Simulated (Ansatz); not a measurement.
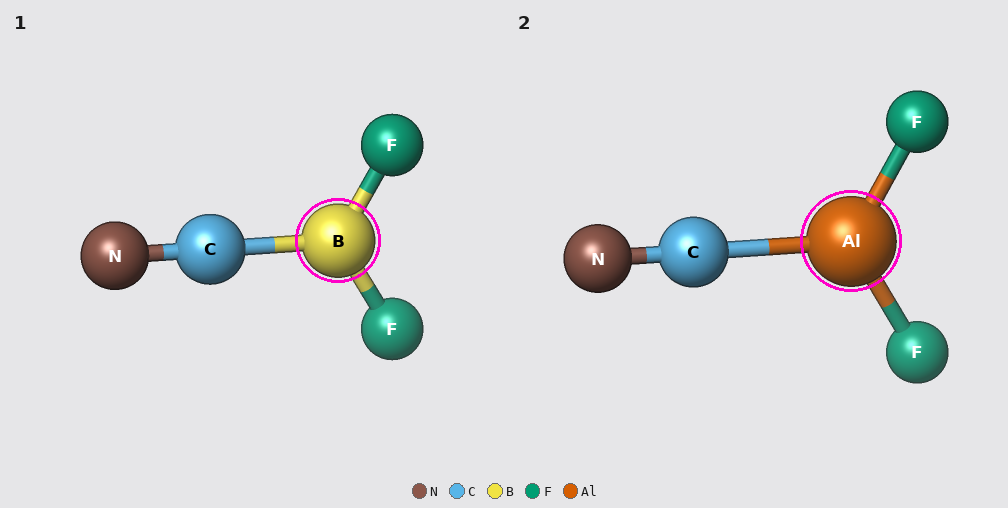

2 molecules with one skeleton, seen from the same side and at one scale; the atom that differs is circled. Each species is neutral and a spin singlet. Computed geometries: PBE0-D4/def2-TZVP optimisations, one conformation each. Properties computed with Ansatz 0.2.0.

One atom differs, called X below: B in panel 1, Al in panel 2. Their formulas are CBF2N (`N#CB(F)F`), CAlF2N (`N#[C][Al]([F])[F]`).

In which is the HOMO energy (Kohn–Sham orbital) higher (PBE-D4/def2-TZVPP)?

In panel 2 (X = Al).

In which is the mean length of X–F larger (PBE0-D4/def2-TZVP)?

In panel 2 (X = Al).

Give the values. With PBE0-D4/def2-TZVP: length of X–C (Å), mean length of X–F (Å), angle F–X–F (°), harmonic zero-point energy (kJ/mol). With PBE-D4/def2-TZVPP: dipole moment (D), HOMO energy (Kohn–Sham orbital) (eV), HOMO–LUMO gap (eV), vertical ionisation energy (eV).

| quantity | 1 (B) | 2 (Al) | 2 − 1 |
| --- | --- | --- | --- |
| length of X–C (Å) | 1.543 | 1.905 | +0.362 |
| mean length of X–F (Å) | 1.306 | 1.627 | +0.321 |
| angle F–X–F (°) | 120.2 | 121.5 | +1.3 |
| dipole moment (D) | 1.87 | 1.73 | −0.14 |
| HOMO energy (Kohn–Sham orbital) (eV) | −9.26 | −8.98 | +0.28 |
| HOMO–LUMO gap (eV) | 5.97 | 6.08 | +0.11 |
| vertical ionisation energy (eV) | 13.30 | 12.75 | −0.55 |
| harmonic zero-point energy (kJ/mol) | 47.6 | 35.0 | −12.6 |
